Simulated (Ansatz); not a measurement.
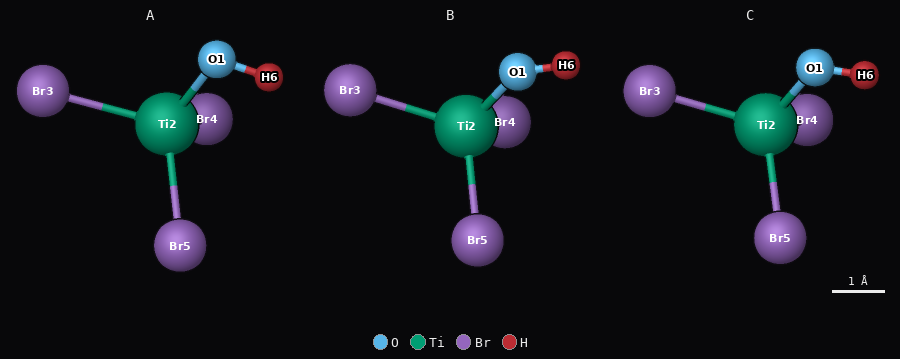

3 geometries from one relaxation of TiHOBr₃ (coarse preliminary run), in shuffled order. Style: ball-and-stick. Shown at a tilt.

The start comes from a force field.

The calculation used RKS PBE-D4/def2-SVP (Ansatz 0.2.0). Settings: force threshold 0.03 eV/Å; at most 200 steps.

Q: Put them in the order of the run, from the start to the converged end.

A: A, C, B. They are steps 0, 3, 6, at +82.7 kJ/mol, +2.92 kJ/mol relative to the last. The largest move after the best rigid fit is that of O1, 0.30 Å. By element the largest moves are O 0.30 Å, H 0.28 Å, Br 0.16 Å, Ti 0.05 Å. Some distances before and after: O1–Ti2 1.940 → 1.751 Å, Ti2–Br5 2.509 → 2.346 Å, Ti2–Br3 2.474 → 2.346 Å, Ti2–Br4 2.446 → 2.346 Å. Among the angles between lasting bonds that change: Ti2–O1–H6 103.2° → 140.7°, O1–Ti2–Br4 111.6° → 109.0°, Br3–Ti2–Br4 108.3° → 110.5°. The energy falls by 82.7 kJ/mol in 6 geometry steps. Largest force component: 3.8 eV/Å at the start, 0.015 eV/Å at the end.
